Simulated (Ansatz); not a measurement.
Input file:

```
crystal:
  periodic: [false, false, false]
  atoms:
    - { symbol: Al, position_ang: [-1.0218, -0.5311, 0.0949] }
    - { symbol: H, position_ang: [-0.8884, 1.4659, 0.074] }
    - { symbol: O, position_ang: [-1.3803, -0.8979, -1.4645] }
    - { symbol: O, position_ang: [-1.7257, -0.9703, 1.5083] }
    - { symbol: H, position_ang: [1.4377, 0.5923, 0.0573] }
    - { symbol: "N", position_ang: [1.2021, -0.7094, 0.2683] }
    - { symbol: H, position_ang: [0.0533, 1.7285, -0.0411] }
    - { symbol: O, position_ang: [1.3213, 1.8449, -0.1706] }
    - { symbol: H, position_ang: [-1.6548, -1.1509, -2.3304] }
    - { symbol: H, position_ang: [-2.085, -1.1439, 2.3624] }
    - { symbol: H, position_ang: [1.5654, -0.9494, 1.179] }
    - { symbol: H, position_ang: [1.6932, -1.2494, -0.43] }
    - { symbol: H, position_ang: [1.4828, 1.9707, -1.1079] }
basis:
  gaussian: { orbitals: def2-SVP }
hamiltonian:
  xc: blyp
  dispersion: d4
relax:
  f_tol: 0.15
  max_steps: 25
  restrain:
    - { distance: [0, 5], at: 3.22, k: 30.0 }
    - { distance: [4, 7], at: 2.27, k: 30.0 }
    - { distance: [6, 1], at: 1.92, k: 30.0 }
    - { distance: [0, 1], at: 1.52, k: 30.0 }
    - { distance: [4, 5], at: 1.02, k: 30.0 }
    - { distance: [6, 7], at: 0.97, k: 30.0 }
output:
  orbitals: {}
```

Launched as:

```sh
ansatz run input.yaml --threads 2 --pin off --max-ram 3072MiB --backend cpu --events-out ev --progress --plain --runs-dir out
```

The fields are those of the run's last geometry, not of the input's.

Not at a stationary point (largest force 0.9 eV/Å).

The calculation used RKS BLYP-D4/def2-SVP in Ansatz.

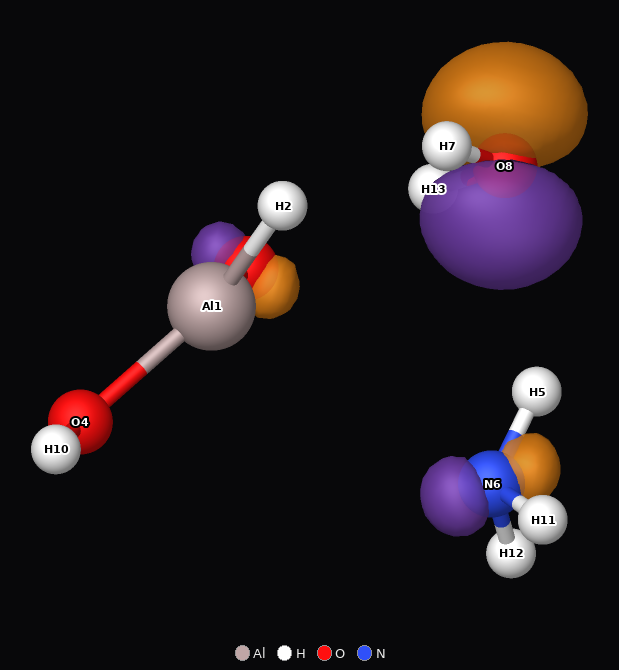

AlH3O2···NH3···H2O. The HOMO at ±0.2 Å⁻³ᐟ² (orange and purple are the two phases), seen at a tilt.

Q: What is the character of this orbital?

A: By Hirshfeld shares it lies mainly on O8 (about 75 %) and N6 (about 5 %); largely a lone pair of O8. Its energy is −5.94 eV.
